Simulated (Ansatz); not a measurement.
AlSbH3: several calculations on one system

### Relaxation

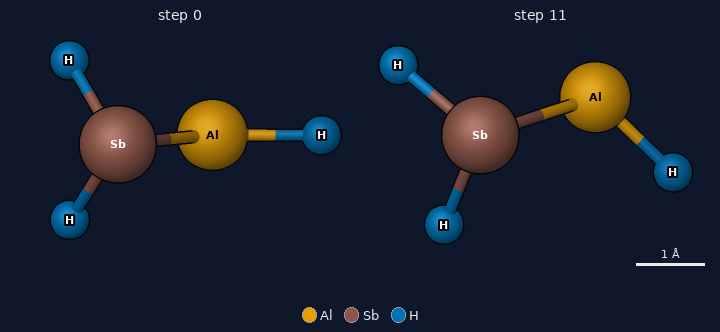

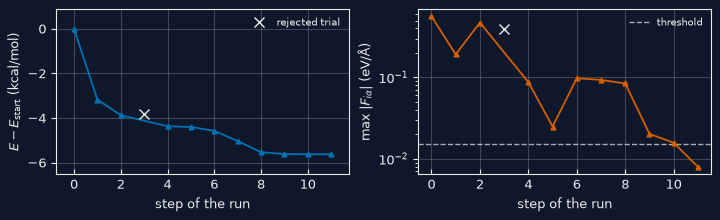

First and last geometry of a relaxation of AlSbH₃ (multiplicity 2), with the history of the run. Style: ball-and-stick. Shown at a tilt.

The run prepares an end point of a later path (inversion) calculation, from a guessed geometry.

These are results of UKS PBE0/def2-SVP (Ansatz 0.2.0), not measurements. Set-up: collinear spin; force threshold 0.015 eV/Å; at most 40 steps.

Q: What do the curves and the structures tell?

A: It converged. After 10 accepted moves (11 points after the start) the energy has fallen by 5.62 kcal/mol. Largest force component: 0.56 eV/Å at the start, 0.008 eV/Å at the end. The line search rejected the trial step at point 3 of the run. The largest move after the best rigid fit is that of the Al atom, 0.65 Å. Largest moves by element: Al 0.65 Å, H 0.56 Å, Sb 0.23 Å. Some distances before and after: H–Sb 1.755 → 1.715 Å, Al–Sb 2.650 → 2.680 Å. Bond angles that change, for instance: Al–Sb–H 71.5° → 92.0°, Al–Sb–H 71.5° → 86.2°, Sb–Al–H 126.8° → 115.3°. Groups turn about Al–Sb by about 70°.

### Relaxation

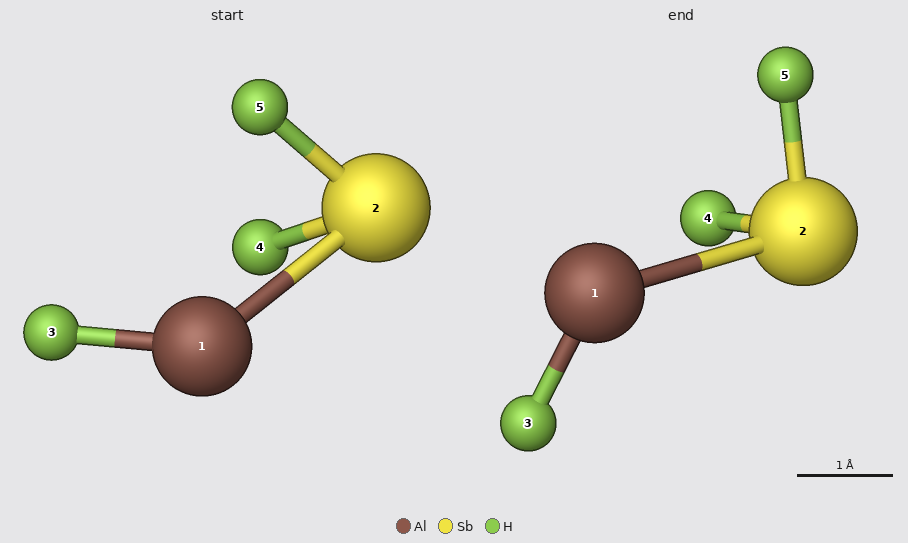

The structure of AlSbH3 (multiplicity 2) before (left) and after (right) a relaxation, at one scale.

The picture is a ball-and-stick view, seen from a free direction.

The run prepares an end point of a later path (inversion) calculation, from a guessed geometry.

Level of theory: Ansatz 0.2.0, UKS PBE0/def2-SVP. (collinear spin; force threshold 0.015 eV/Å; at most 40 steps)

> Summarise the run.

H3 moves most after the best rigid fit: 1.00 Å. Largest moves by element: H 1.00 Å, Al 0.90 Å, Sb 0.39 Å. Some distances before and after: Sb2–H5 1.755 → 1.715 Å, Sb2–H4 1.756 → 1.721 Å, Al1–Sb2 2.650 → 2.682 Å. Bond angles that change, for instance: Al1–Sb2–H5 71.5° → 92.1°, Al1–Sb2–H4 71.5° → 86.7°, Sb2–Al1–H3 126.8° → 115.6°. Groups turn about Al1–Sb2 by about 110°. The energy falls by 6.05 kcal/mol in 18 accepted moves (21 points after the start). The largest force component goes from 0.62 to 0.013 eV/Å. The line search rejected the trial steps at points 8, 12, 19 of the run. The forces were under the threshold at step 5, but the run went on from there.

### Path

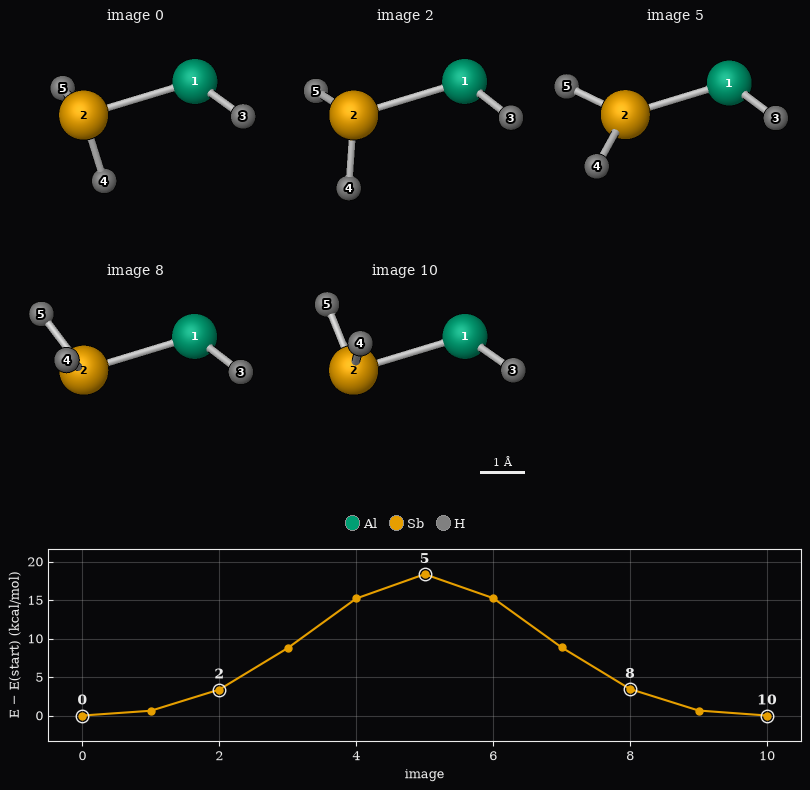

A search for the minimum-energy path of AlSbH₃ (multiplicity 2) by the nudged elastic band. Images are numbered from 0 (start) to 10 (end). The picture is a ball-and-stick view, seen at a tilt.

Computed with UKS PBE0/def2-SVP in Ansatz 0.2.0. Settings: 9 movable images; climbing image; force threshold 0.05 eV/Å; iteration limit 60; starting path by image-dependent pair potential.

Question: Read off the barrier and say what moves.

Answer: The motion is an umbrella inversion at Sb2. No bond forms or breaks between the ends. Bond angles that change up to the highest image, for instance: Al1–Sb2–H4 86.2° → 130.8°, Al1–Sb2–H5 92.0° → 125.3°. The two ends have the same energy, and the highest point, image 5, lies 18.4 kcal/mol above the start. The band converged in 6 iterations. The largest component of the band force went from 1.3 to 0.024 eV/Å. The climbing image converged on the top of the path. Its vibrational analysis gives one imaginary mode (482i cm⁻¹), as a transition state must have.

Cost: 110 s on 1 thread of Intel(R) Xeon(R) 6975P-C (Granite Rapids), on a shared host, peak memory 0.22 GiB.
